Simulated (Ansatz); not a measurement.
# C2H7NSi (SMILES C=C[SiH2]N) at 6 levels

Aim: a comparison of 6 runs (HF/3-21G, HSE06/cc-pVDZ, r2SCAN/cc-pVDZ, r2SCAN0/cc-pVDZ, wB97M-V/cc-pVDZ, BCCD(T)/cc-pVDZ) of C2H7NSi. 

The calculation is run with Ansatz 0.2.0.

62 further runs of the same task are left out: 62 set aside as unsound or not needed.

### 1 Starting point

C2H7NSi has 11 atoms, charge 0, and is taken as a singlet. SMILES: `C=C[SiH2]N`. The N4–H11 distance was set to 1.307 Å, away from the relaxed value.

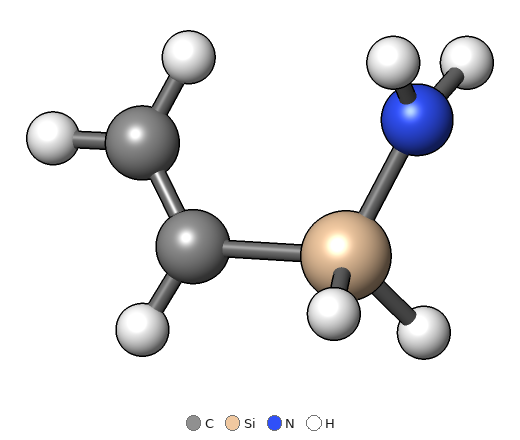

Viewed from a chosen angle; carbon grey, silicon light orange, nitrogen blue, hydrogen white.

### 2 The energy at HF/3-21G (run 1)

Input file in.yaml:

```yaml
crystal:
  periodic: [false, false, false]
  atoms:
    - symbol: C
      position_ang: [-0.389062, 1.426529, -0.970473]
    - symbol: C
      position_ang: [0.376338, 1.298129, 0.109627]
    - symbol: Si
      position_ang: [0.883538, -0.354971, 0.807127]
    - symbol: "N"
      position_ang: [0.289938, -1.714171, -0.054073]
    - symbol: H
      position_ang: [-0.680062, 2.394129, -1.370173]
    - symbol: H
      position_ang: [-0.759762, 0.555129, -1.504573]
    - symbol: H
      position_ang: [0.720038, 2.206229, 0.606127]
    - symbol: H
      position_ang: [0.386538, -0.447071, 2.207127]
    - symbol: H
      position_ang: [2.370238, -0.427171, 0.810527]
    - symbol: H
      position_ang: [0.691938, -1.996471, -0.931773]
    - symbol: H
      position_ang: [-0.953800, -2.102100, 0.056300]
basis:
  gaussian:
    orbitals: 3-21G.json
hamiltonian:
  xc: hf
accuracy: high
output:
  orbitals: {seedname: orbitals}
```

The basis set 3-21G is read from a file made from the Basis Set Exchange's data (not shown).

The run is started by

```console
$ ansatz run in.yaml --threads 1 --pin off --max-ram 3480MiB --events-out events.jsonl --progress --plain --runs-dir runs
```

The program printed:

```text
Warning: RAYON_NUM_THREADS=1 ignored (pool sized by the plan → 1); use --threads N
Functional definition: HF
  name "HF"
  exchange = exact_x
  correlation = 0
1320 factors; integrals over basis functions are off by at most 4.0e-9 eV
mean field evaluation 1: about -11449.9170 eV, gradient 2.9e1 eV
mean field evaluation 2: about -11450.2729 eV, gradient 3.0e1 eV
mean field evaluation 4: about -11452.4632 eV, gradient 2.8e0 eV
mean field evaluation 8: about -11452.4930 eV, gradient 1.6e-1 eV
mean field evaluation 16: about -11452.4932 eV, gradient 4.9e-8 eV
mean field -11452.49319534 eV, -420.8713621500 hartree, gradient 4.9e-8 eV, S^2 0.000000; 0 other end points of the search recorded, 0 dependent functions left out
reference -11452.49319534 eV, -420.8713621500 hartree; 20, 20 occupied and 34, 34 virtual orbitals, 1320 factors
Total energy: -11452.49319534 eV, -420.8713621500 hartree
```

It took 0.68 s on 1 thread of Arm Neoverse V2, shared host; peak memory 0.12 GiB.

### 3 The energy at HSE06/cc-pVDZ (run 2)

Input file run.yaml:

```yaml
crystal:
  periodic: [false, false, false]
  atoms:
    - symbol: C
      position_ang: [-0.389062, 1.426529, -0.970473]
    - symbol: C
      position_ang: [0.376338, 1.298129, 0.109627]
    - symbol: Si
      position_ang: [0.883538, -0.354971, 0.807127]
    - symbol: "N"
      position_ang: [0.289938, -1.714171, -0.054073]
    - symbol: H
      position_ang: [-0.680062, 2.394129, -1.370173]
    - symbol: H
      position_ang: [-0.759762, 0.555129, -1.504573]
    - symbol: H
      position_ang: [0.720038, 2.206229, 0.606127]
    - symbol: H
      position_ang: [0.386538, -0.447071, 2.207127]
    - symbol: H
      position_ang: [2.370238, -0.427171, 0.810527]
    - symbol: H
      position_ang: [0.691938, -1.996471, -0.931773]
    - symbol: H
      position_ang: [-0.953800, -2.102100, 0.056300]
basis:
  gaussian: {orbitals: cc-pVDZ}
magnetization: {spin_polarized: false}
hamiltonian: {xc: {name: HSE06}}
accuracy: high
output: {orbitals: {seedname: orbitals}}
```

The run is started by

```console
$ ansatz run run.yaml --threads 1 --pin off --max-ram 3480MiB --events-out events.jsonl --progress --plain --runs-dir runs
```

The program printed:

```text
Warning: RAYON_NUM_THREADS=1 ignored (pool sized by the plan → 1); use --threads N
Functional definition: HSE06
  name "HSE06"
  parameter a = 0.25
  parameter omega = 0.11/bohr
  exchange = pbe_x - a*pbe_x_sr(omega) + a*exact_x_sr(omega)
  correlation = pbe_c
2298 factors; integrals over basis functions are off by at most 3.7e-9 eV
107 factors; integrals over basis functions are off by at most 1.7e-9 eV
mean field evaluation 1: about -11537.5059 eV, gradient 6.1e1 eV
mean field evaluation 2: about -11528.1014 eV, gradient 8.5e1 eV
mean field evaluation 4: about -11546.0425 eV, gradient 4.3e0 eV
mean field evaluation 8: about -11546.2926 eV, gradient 5.1e-1 eV
mean field evaluation 16: about -11546.2933 eV, gradient 2.8e-5 eV
mean field -11546.29330633 eV, -424.3184526488 hartree, gradient 2.1e-8 eV, S^2 0.000000; 0 other end points of the search recorded, 0 dependent functions left out
reference -11546.29331006 eV, -424.3184527859 hartree; 20, 20 occupied and 75, 75 virtual orbitals, 2298 factors
Total energy: -11546.29331006 eV, -424.3184527859 hartree
```

Wall time 9.3 s (1 thread of Arm Neoverse V2, shared host); peak memory 0.35 GiB.

### 4 A single-point energy at r2SCAN/cc-pVDZ (run 3)

Input file in.yaml:

```yaml
crystal:
  periodic: [false, false, false]
  atoms:
    - {symbol: C, position_ang: [-0.389062, 1.426529, -0.970473]}
    - {symbol: C, position_ang: [0.376338, 1.298129, 0.109627]}
    - {symbol: Si, position_ang: [0.883538, -0.354971, 0.807127]}
    - {symbol: "N", position_ang: [0.289938, -1.714171, -0.054073]}
    - {symbol: H, position_ang: [-0.680062, 2.394129, -1.370173]}
    - {symbol: H, position_ang: [-0.759762, 0.555129, -1.504573]}
    - {symbol: H, position_ang: [0.720038, 2.206229, 0.606127]}
    - {symbol: H, position_ang: [0.386538, -0.447071, 2.207127]}
    - {symbol: H, position_ang: [2.370238, -0.427171, 0.810527]}
    - {symbol: H, position_ang: [0.691938, -1.996471, -0.931773]}
    - {symbol: H, position_ang: [-0.953800, -2.102100, 0.056300]}
basis:
  gaussian: {orbitals: cc-pVDZ}
hamiltonian: {xc: {name: r2SCAN}}
accuracy: high
output: {orbitals: {seedname: orbitals}}
```

The run is started by

```console
$ ansatz run in.yaml --threads 1 --pin off --max-ram 3480MiB --events-out events.jsonl --progress --plain --runs-dir runs
```

The program printed:

```text
Warning: RAYON_NUM_THREADS=1 ignored (pool sized by the plan → 1); use --threads N
Functional definition: r2SCAN
  name "r2SCAN"
  parameter k0 = 0.174
  parameter k1 = 0.065
  parameter a1 = 4.9479
  exchange = r2scan_x(k0 = k0, k1 = k1, a1 = a1)
  correlation = r2scan_c
2298 factors; integrals over basis functions are off by at most 3.7e-9 eV
mean field evaluation 1: about -11541.2325 eV, gradient 6.6e1 eV
mean field evaluation 2: about -11524.8274 eV, gradient 1.0e2 eV
mean field evaluation 4: about -11551.4114 eV, gradient 6.8e0 eV
mean field evaluation 8: about -11551.5230 eV, gradient 1.6e-1 eV
mean field evaluation 16: about -11551.5230 eV, gradient 1.8e-5 eV
mean field -11551.52304033 eV, -424.5106418286 hartree, gradient 8.7e-8 eV, S^2 0.000000; 0 other end points of the search recorded, 0 dependent functions left out
reference -11551.52304118 eV, -424.5106418596 hartree; 20, 20 occupied and 75, 75 virtual orbitals, 2298 factors
Total energy: -11551.52304118 eV, -424.5106418596 hartree
```

It took 14 s on 1 thread of Arm Neoverse V2, shared host; peak memory 0.33 GiB.

Runs 4 to 5 aren't shown in full; the table further down has their settings and results.

### 5 The energy at BCCD(T)/cc-pVDZ (run 6)

in.yaml, as its differences from that of step 4:

```diff
@@ -6,3 +6,3 @@
     - {symbol: Si, position_ang: [0.883538, -0.354971, 0.807127]}
-    - {symbol: "N", position_ang: [0.289938, -1.714171, -0.054073]}
+    - {symbol: N, position_ang: [0.289938, -1.714171, -0.054073]}
     - {symbol: H, position_ang: [-0.680062, 2.394129, -1.370173]}
@@ -15,5 +15,9 @@
 basis:
-  gaussian: {orbitals: cc-pVDZ}
-hamiltonian: {xc: {name: r2SCAN}}
+  gaussian:
+    orbitals: cc-pVDZ
+correlation:
+  method: bccd_t
+  frozen_orbitals: {C: 1, H: 0, "N": 1, Si: 5}
 accuracy: high
-output: {orbitals: {seedname: orbitals}}
+scf:
+  omitted_lower_state_checks: [cluster_reference, increment]
```

The run is started by

```console
$ ansatz run in.yaml --threads 1 --pin off --max-ram 3480MiB --events-out events.jsonl --progress --plain --runs-dir runs
```

The program printed:

```text
Warning: RAYON_NUM_THREADS=1 ignored (pool sized by the plan → 1); use --threads N
Functional definition: HF
  name "HF"
  exchange = exact_x
  correlation = 0
these checks for a lower state are left out or cut short: cluster_reference, increment
2298 factors; integrals over basis functions are off by at most 3.7e-9 eV
mean field evaluation 1: about -11511.2324 eV, gradient 3.4e1 eV
mean field evaluation 2: about -11511.3523 eV, gradient 3.4e1 eV
mean field evaluation 4: about -11514.4387 eV, gradient 3.6e0 eV
mean field evaluation 8: about -11514.4874 eV, gradient 2.2e-4 eV
mean field -11514.48737373 eV, -423.1496061848 hartree, gradient 2.5e-8 eV, S^2 0.000000; 0 other end points of the search recorded, 0 dependent functions left out
8 core orbitals not correlated: weight in the atoms' cores, before any rotation towards them, 1.000 or more for the frozen orbitals, at most 0.000 for the correlated occupied ones
reference -11514.48737373 eV, -423.1496061848 hartree; 12, 12 occupied and 75, 75 virtual orbitals, 2298 factors
second order -14.89038831 eV of doubles, -0.00000000 eV of singles
cycle   1  -15.77336191 eV  change   -8.8e-1 eV  update   9.1e-2
cycle   2  -16.24036972 eV  change   -4.7e-1 eV  update   3.0e-2
cycle   3  -16.31911233 eV  change   -7.9e-2 eV  update   1.3e-2
cycle   4  -16.31606158 eV  change    3.1e-3 eV  update   3.8e-3
cycle   5  -16.31641609 eV  change   -3.5e-4 eV  update   1.4e-3
cycle   6  -16.31649604 eV  change   -8.0e-5 eV  update   4.1e-4
cycle   7  -16.31644603 eV  change    5.0e-5 eV  update   1.5e-4
cycle   8  -16.31641802 eV  change    2.8e-5 eV  update   6.7e-5
cycle   9  -16.31641130 eV  change    6.7e-6 eV  update   3.0e-5
cycle  10  -16.31640013 eV  change    1.1e-5 eV  update   1.3e-5
cycle  11  -16.31640576 eV  change   -5.6e-6 eV  update   5.5e-6
cycle  12  -16.31640860 eV  change   -2.8e-6 eV  update   1.9e-6
cycle  13  -16.31641015 eV  change   -1.6e-6 eV  update   7.4e-7
cycle  14  -16.31641047 eV  change   -3.2e-7 eV  update   2.5e-7
cycle  15  -16.31641058 eV  change   -1.1e-7 eV  update   1.2e-7
cycle  16  -16.31641055 eV  change    2.8e-8 eV  update   5.7e-8
cycle  17  -16.31641052 eV  change    3.0e-8 eV  update   3.5e-8
cycle  18  -16.31641051 eV  change    6.8e-9 eV  update   2.7e-8
cycle  19  -16.31641014 eV  change    3.7e-7 eV  update   1.6e-7
cycle  20  -16.31641013 eV  change    1.1e-8 eV  update   4.9e-8
cycle  21  -16.31641009 eV  change    4.7e-8 eV  update   1.8e-8
cycle  22  -16.31641007 eV  change    1.2e-8 eV  update   6.5e-9
cycle  23  -16.31641007 eV  change    2.0e-9 eV  update   2.3e-9
perturbative correction -0.53691972 eV, -0.0197314359 hartree
Total energy: -11531.34070353 eV, -423.7689546311 hartree
Checks for a lower state left out: cluster_reference, increment
```

Run time: 34 s. Hardware: 1 thread of Arm Neoverse V2, shared host; peak memory 0.89 GiB.

### 6 All runs side by side

```
run            level  frozen core orbitals  energy (Eh)  HOMO energy (eV)  LUMO energy (eV)  HOMO–LUMO gap (eV)  wall time
  1         HF/3-21G                     –  -420.871362            -10.12              4.27               14.38     0.68 s
  2    HSE06/cc-pVDZ                     –  -424.318453             -6.56             -0.35                6.21      9.3 s
  3   r2SCAN/cc-pVDZ                     –  -424.510642             -5.84             -0.78                5.06       14 s
  4  r2SCAN0/cc-pVDZ                     –  -424.492398             -7.20              0.15                7.35       16 s
  5  wB97M-V/cc-pVDZ                     –  -424.525128             -9.32              2.05               11.37       73 s
  6  BCCD(T)/cc-pVDZ                     8  -423.768955                 –                 –                   –       34 s
```

### 7 Outcome

| quantity | value |
| --- | --- |
| run 6: total energy | -423.76895 Eh |
| run 6: correlation energy (8 core orbitals frozen) | -619.3 mEh |
| run 6: (T) correction | -19.73 mEh |

Over runs 1, 2, 3, 4, 5 the HOMO–LUMO gap runs from 5.06 eV (r2SCAN/cc-pVDZ) to 14.38 eV (HF/3-21G). The two ends differ in method and basis. Totals of different functionals can't be ranked against each other. All runs together took 2.5 min, the longest 73 s.
